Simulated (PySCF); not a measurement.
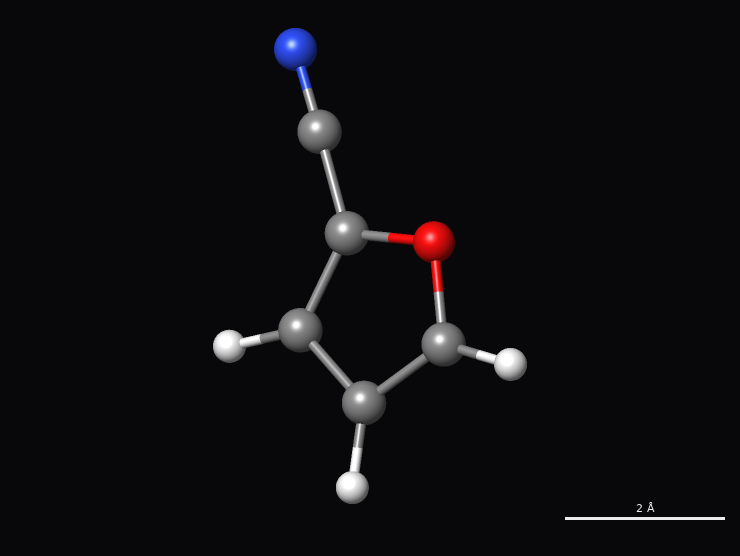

Ball-and-stick drawing of a structure. Every bond is drawn as one stick, whatever its order. Colours: nitrogen blue, carbon grey, oxygen red, hydrogen white.

The geometry was computed by an optimisation with PBE0-D3(BJ)/def2-SVP. No frequency run is at hand to confirm it as a minimum.

Give the formula.

C5H3NO, 10 atoms: 5 carbon, 3 hydrogen, 1 nitrogen and 1 oxygen.

Does it have rings?

Independent rings (smallest set): 1 of 5 members, 1 of them aromatic.

Give the symmetry (Schoenflies symbol).

Cs.

How many atoms are distinct by symmetry?

10: 1 N, 1 C, 1 C, 1 C, 1 C, 1 C, 1 O, 1 H, 1 H, 1 H.

Count the bonded pairs by element.

4 C–C, 3 C–H, 2 C–O, 1 C–N.

More results for the same structure follow; atom numbers are the same in all pictures, views and colours differ.

## Geometry

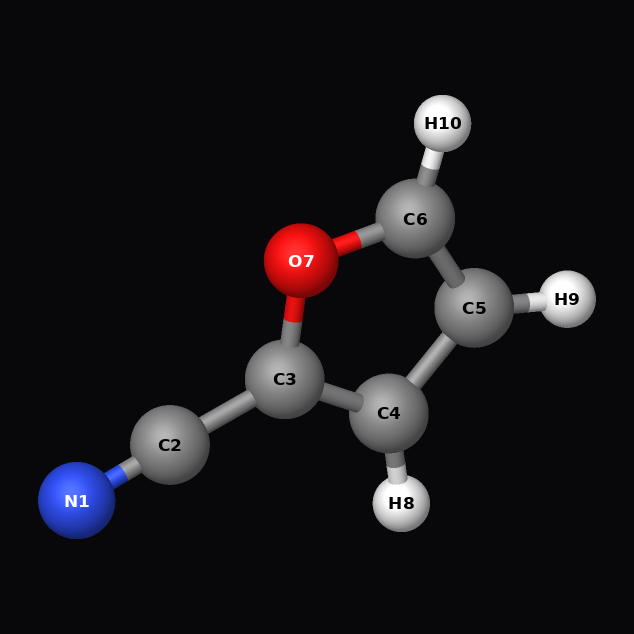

Atoms carry their numbers in the input. No frequency run is at hand to confirm it as a minimum.

What are the angles N1–C2–C3, C2–C3–C4, C2–C3–O7, C4–C3–O7, C3–C4–C5, C3–C4–H8, C5–C4–H8, C4–C5–C6, C4–C5–H9, C6–C5–H9, C5–C6–O7, C5–C6–H10, O7–C6–H10, C3–O7–C6?

```json
{"angle": "N1–C2–C3", "degrees": "178.8"}
{"angle": "C2–C3–C4", "degrees": "131.6"}
{"angle": "C2–C3–O7", "degrees": "118.1"}
{"angle": "C4–C3–O7", "degrees": "110.2"}
{"angle": "C3–C4–C5", "degrees": "105.8"}
{"angle": "C3–C4–H8", "degrees": "126.0"}
{"angle": "C5–C4–H8", "degrees": "128.2"}
{"angle": "C4–C5–C6", "degrees": "105.9"}
{"angle": "C4–C5–H9", "degrees": "127.4"}
{"angle": "C6–C5–H9", "degrees": "126.7"}
{"angle": "C5–C6–O7", "degrees": "110.9"}
{"angle": "C5–C6–H10", "degrees": "133.1"}
{"angle": "O7–C6–H10", "degrees": "116.0"}
{"angle": "C3–O7–C6", "degrees": "107.2"}
```

## Levels of theory compared

No frequency run is at hand to confirm it as a minimum. Program: PySCF 2.14.0.

Compare HOMO energy (eV) at these levels: B3LYP/def2-SVPD; B3LYP/def2-SVPD in chloroform (IEF-PCM); B3LYP/def2-SVPD in water (IEF-PCM); BHandHLYP/aug-pcX-1 (pcseg-1 on H); PBE0/pcSseg-1 in chloroform (IEF-PCM); PBE0/pcSseg-1 in water (IEF-PCM); WP04/pcSseg-1 in chloroform (IEF-PCM); ωB97X-D/pcSseg-1 in chloroform (IEF-PCM).

```tsv
level	HOMO energy (eV)
B3LYP/def2-SVPD	−7.25
B3LYP/def2-SVPD in chloroform (IEF-PCM)	−7.11
B3LYP/def2-SVPD in water (IEF-PCM)	−7.07
BHandHLYP/aug-pcX-1 (pcseg-1 on H)	−8.28
PBE0/pcSseg-1 in chloroform (IEF-PCM)	−7.33
PBE0/pcSseg-1 in water (IEF-PCM)	−7.30
WP04/pcSseg-1 in chloroform (IEF-PCM)	−8.50
ωB97X-D/pcSseg-1 in chloroform (IEF-PCM)	−9.10
```

## Dipole moment

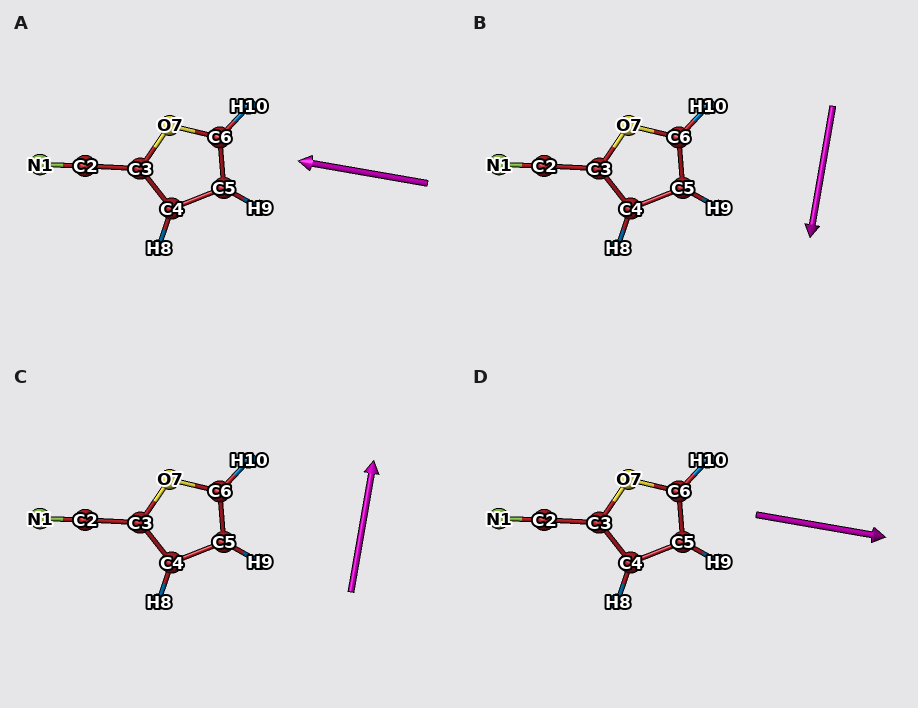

The same molecule four times, each with an arrow. No frequency run is at hand to confirm it as a minimum. Method: B3LYP/def2-SVPD in water (IEF-PCM) (PySCF 2.14.0).

Which arrow points along the dipole moment, from the negative to the positive end?

D. The dipole moment is 6.57 D; it points from the side of N1 to the side of H9 (the outermost atoms at the two ends).

## Excitation

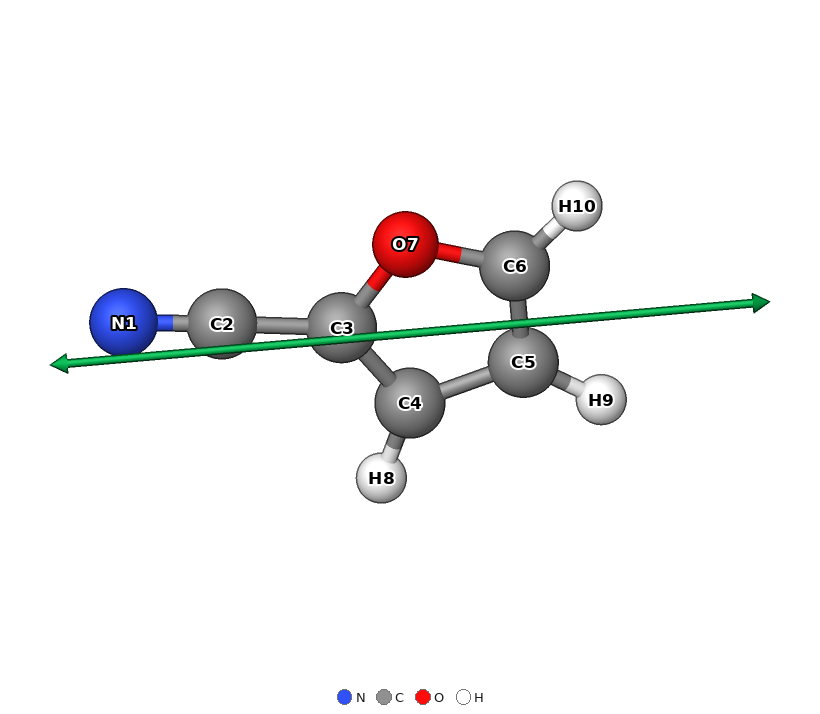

The double arrow shows the direction of the transition dipole to excited singlet state 1 (its length means nothing). No frequency run is at hand to confirm it as a minimum. Properties computed with TDDFT B3LYP/def2-SVPD, vertical, gas phase, core orbitals frozen in the response (PySCF 2.14.0).

How is the transition polarised?

In the molecular plane, nearly parallel to the N1–C2 bond.

Where does the transition lie, and how strong is it?

5.41 eV (229 nm), oscillator strength 0.35, mainly HOMO → LUMO (weight 0.94); transition dipole 4.14 D.
